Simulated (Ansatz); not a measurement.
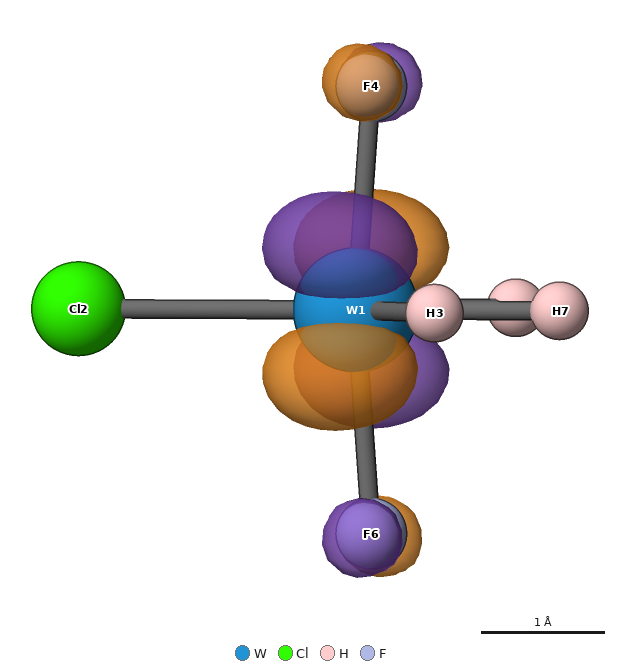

*ClF2H3W. One frontier orbital at ±0.3 Å⁻³ᐟ² (orange and purple are the two phases), seen at a tilt.*

Core potentials replace the inner electrons of W.

Computed with Ansatz 0.2.0, RKS PBE0/def2-SVP.

The calculation's input:

```
crystal:
  periodic: [false, false, false]
  atoms:
    - { symbol: W, position_ang: [0.0, 0.0, 0.0] }
    - { symbol: Cl, position_ang: [0.0, 0.0, 2.39] }
    - { symbol: H, position_ang: [1.72, 0.0, 0.0] }
    - { symbol: F, position_ang: [0.0, 1.85, 0.0] }
    - { symbol: H, position_ang: [-1.72, 0.0, 0.0] }
    - { symbol: F, position_ang: [0.0, -1.85, 0.0] }
    - { symbol: H, position_ang: [0.0, 0.0, -1.72] }
basis:
  gaussian: { orbitals: def2-SVP }
hamiltonian:
  xc: pbe0
relax:
  f_tol: 0.02
  max_steps: 40
output:
  orbitals: {}
```

Command:

```sh
ansatz run input.yaml --threads 1 --pin off --max-ram 2048MiB --backend cpu --events-out ev --progress --plain --runs-dir out
```

The fields are those of the run's last geometry, not of the input's.

Question: Which orbital is it: HOMO or LUMO?

Answer: The LUMO, at −3.68 eV. By Hirshfeld shares it lies mainly on W1 (about 75 %), F4 (about 10 %) and F6 (about 10 %).
